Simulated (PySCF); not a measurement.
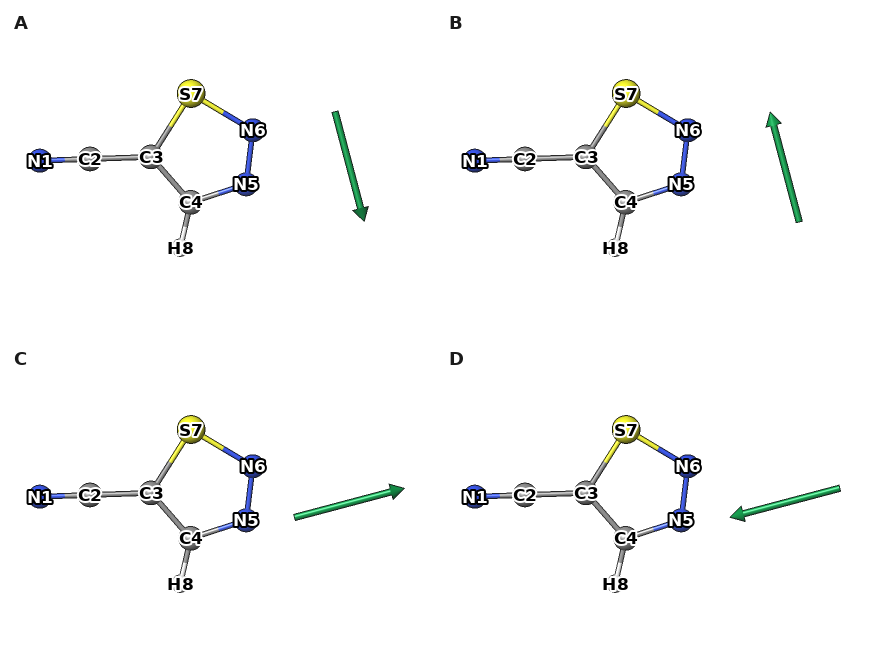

The same molecule four times, each with an arrow. Computed geometry: GFN2-xTB optimisation. No frequency run is at hand to confirm it as a minimum. Properties computed with PBE0/pcSseg-1, gas phase (PySCF 2.14.0).

**Which arrow points along the dipole moment, from the negative to the positive end?**

C. The dipole moment is 0.51 D; it points from the side of N1 to the side of N6 (the outermost atoms at the two ends).
